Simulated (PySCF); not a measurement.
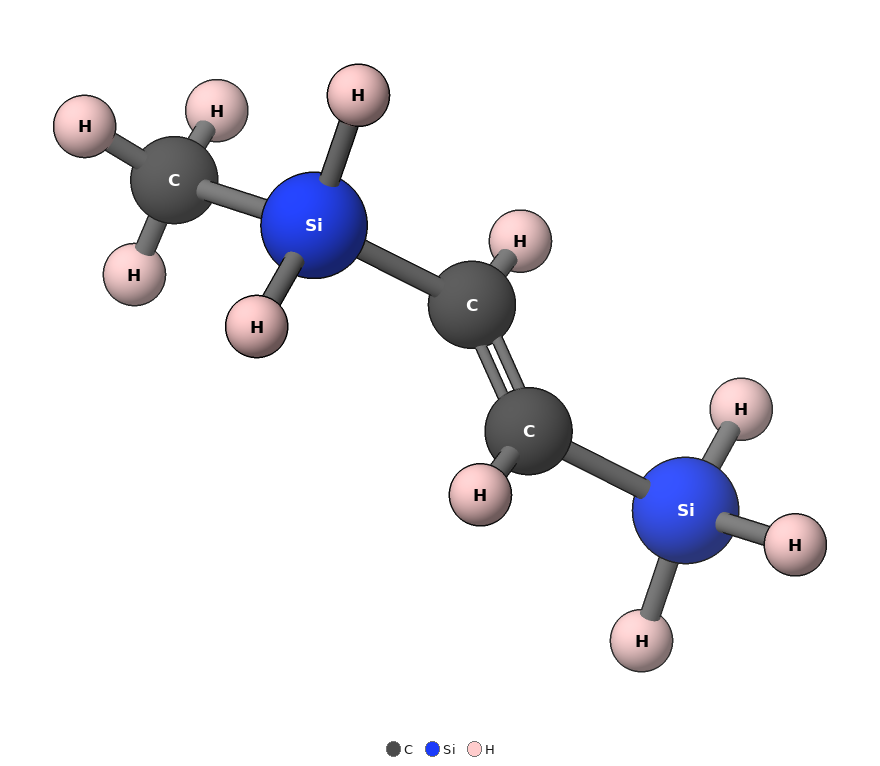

Computed geometry: GFN2-xTB optimisation. No frequency run is at hand to confirm it as a minimum.

**What is the molecular formula?**

C₃H₁₀Si₂, 15 atoms: 3 carbon, 10 hydrogen and 2 silicon.

**Name functional groups in it.**

Among them: alkene, Si–H bond.

**What is the point group of this geometry?**

C1.

**Count the bonded pairs by element.**

5 C–H, 5 Si–H, 3 C–Si, 1 C–C.

The parts below concern this one geometry. Atoms keep their numbers from picture to picture.

Excitation

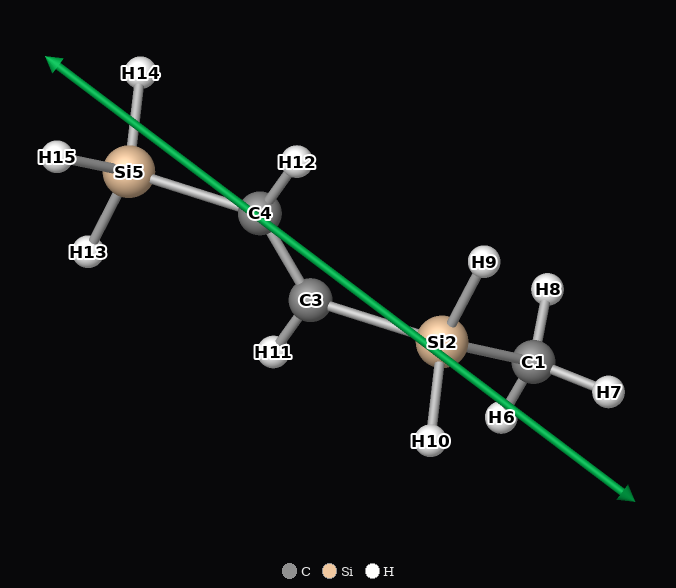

The double arrow shows the direction of the transition dipole to excited singlet state 2 (its length means nothing). No frequency run is at hand to confirm it as a minimum. Method: TDDFT PBE0/def2-SVPD, vertical, gas phase, core orbitals frozen in the response (PySCF 2.14.0).

**How is the transition polarised?**

Close to the long direction C1···Si5.

**Give its energy, strength and character.**

6.63 eV (187 nm), oscillator strength 0.63, mainly HOMO → LUMO (weight 0.92); transition dipole 4.99 D.

Polarisability

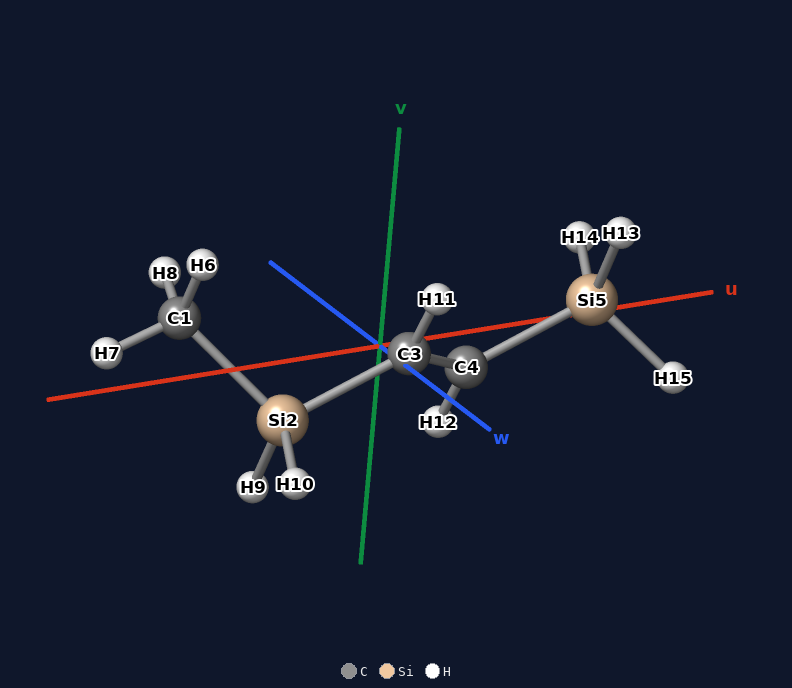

The lines u, v and w are the principal axes of the static dipole polarisability. No frequency run is at hand to confirm it as a minimum. Computed with PBE0/def2-SVPD (PySCF 2.14.0).

**Along which axis is the molecule most polarisable, and along which least?**

Most along u (close to the long direction C1···Si5), least along w.

**Give the three principal values.**

u 126.3, v 81.7, w 77.2 bohr³; mean 95.1, anisotropy 47.1 bohr³.

Charges

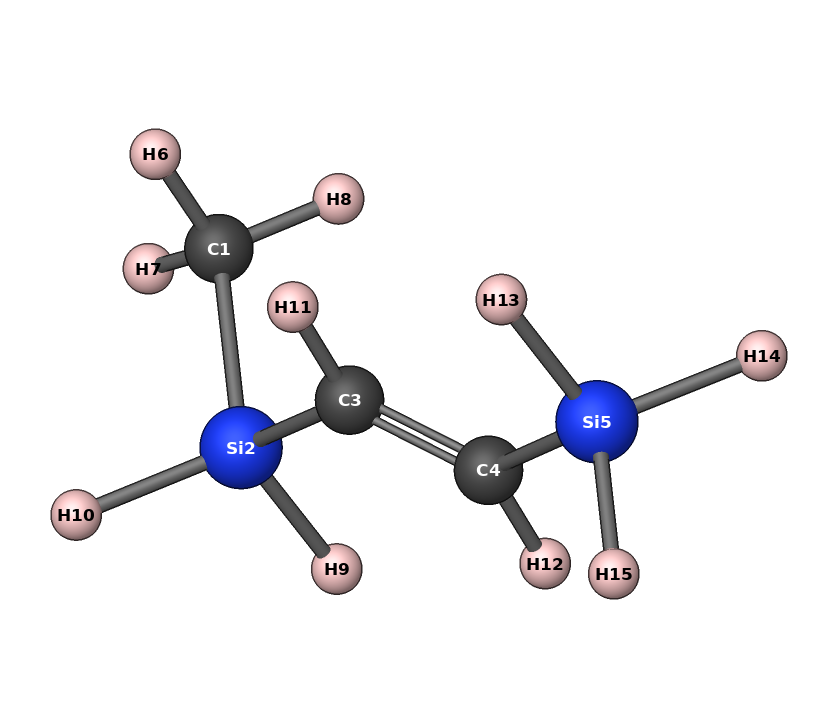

The questions are on IAO charges. No frequency run is at hand to confirm it as a minimum. Level of theory: PBE0/pcSseg-1, gas phase (PySCF 2.14.0).

Give the IAO charges atom by atom.

```
atom  value (e)
  C1      −0.72
 Si2       0.77
  C3      −0.40
  C4      −0.40
 Si5       0.61
  H6       0.15
  H7       0.16
  H8       0.16
  H9      −0.13
 H10      −0.13
 H11       0.14
 H12       0.14
 H13      −0.12
 H14      −0.12
 H15      −0.12
```

The geometry is semi-empirical. Around Si such bond lengths and angles can be off by a tenth of an ångström or more and by several degrees, and values that hang on the shape move with them.
